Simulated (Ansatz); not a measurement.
S$_{3}$Zr (charge −1, quartet)

Input

```
crystal:
  periodic: [false, false, false]
  atoms:
    - {symbol: Zr, position_ang: [0.109532, 0.025374, 0.024894]}
    - {symbol: S, position_ang: [2.513204, 0.622572, 0.624709]}
    - {symbol: S, position_ang: [-1.895200, 0.779473, 0.954395]}
    - {symbol: S, position_ang: [-0.727526, -1.427421, -1.603988]}
basis:
  gaussian: {orbitals: def2-TZVPD, initial_orbitals: start.molden}
total_charge: -1
magnetization: {spin_polarized: true, initial_magnetization: 3}
hamiltonian: {xc: pbe0, dispersion: d4}
scf: {omitted_lower_state_checks: [starts]}
output: {orbitals: {seedname: orbitals}}
```

Command:

```sh
ansatz run in.yaml --threads 4 --pin off --events-out ev --progress --plain --max-ram 3916MiB
```

Geometry: PBE0-D4/def2-SVPD; core potentials replace the inner electrons of Zr.

Method: Ansatz, UKS PBE0-D4/def2-TZVPD.

### What will maps of the electron density, electron localisation function and spin density show?

Zr–S (2.33 Å): ρ is about 0.68 e/Å³ halfway; the ELF peaks at about 0.85 in the valence shell of S, 0.8 Å from its nucleus, and is about 0.45 at the midpoint.
Zr–S (2.55 Å): ρ is about 0.45 e/Å³ halfway; the ELF peaks at about 0.90 in the valence shell of S, 0.9 Å from its nucleus, and is about 0.40 at the midpoint.
The unpaired spin (3 electrons) lies mostly on Zr1 (about 1.0), S2 (about 0.9), S3 (about 0.5) and S4 (about 0.5), in electrons by Hirshfeld's partition.

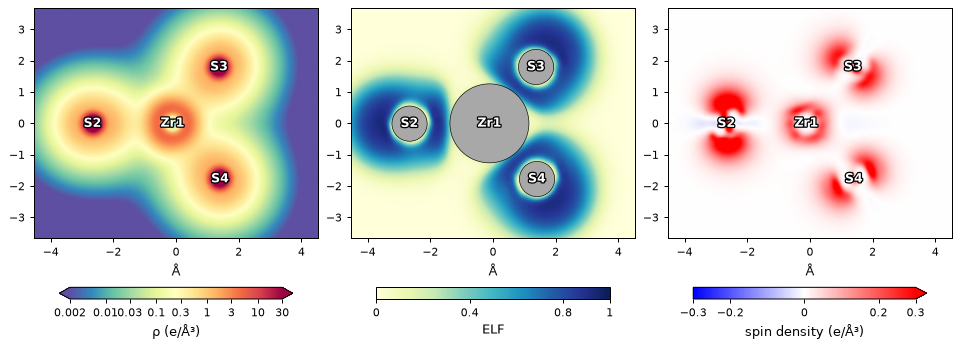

Computed electron density, electron localisation function and spin density on the molecular plane, in this order. Grey discs cover the atomic cores in the ELF map. 
